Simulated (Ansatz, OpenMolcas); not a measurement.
# C2H3Br (vinyl bromide): a line through the functionals

C2H3Br: 6 atoms, total charge 0, spin state singlet. SMILES: `C=CBr`. The coordinates come from a PBE0-D4/def2-TZVP relaxation.

The HOMO–LUMO gap y, in eV, basis aug-cc-pVDZ; a is the functional's share of exact exchange. Programs: Ansatz 0.2.0, OpenMolcas 26.06.

| functional | program | a | y (eV) |
| --- | --- | --- | --- |
| PBE | Ansatz | 0 | 4.90 |
| BLYP | Ansatz | 0 | 4.86 |
| r2SCANh | OpenMolcas | 0.1 | ? |
| B3LYP | Ansatz | 0.2 | 6.53 |
| PBE0 | Ansatz | 0.25 | 7.00 |
| BHLYP | Ansatz | 0.5 | 8.70 |

Q: Fit y = c + s·a to the known rows and predict r2SCANh.

A: 
1. Means of the 5 rows: a = 0.1900, y = 6.398.
2. Σ(Δa)² = 0.172, Σ(Δa·Δy) = 1.3279, so the slope is 1.3279/0.172 = 7.7203.
3. Intercept: 6.398 − (7.7203) × 0.1900 = 4.931. The largest residual of the fit is 0.14.
4. r2SCANh: 4.931 + (7.7203) × 0.1 = 5.70 eV.

The run gave 6.15 eV, so the prediction is off by -0.45 eV, more than the largest residual. Exact exchange lowers occupied levels and raises empty ones. The rows mix families of semi-local functionals, which the line can't see.

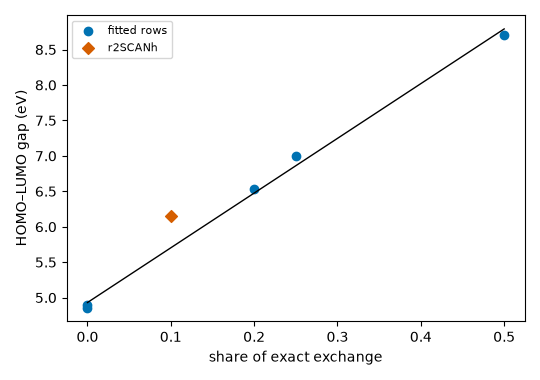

The fitted line, with the withheld row.
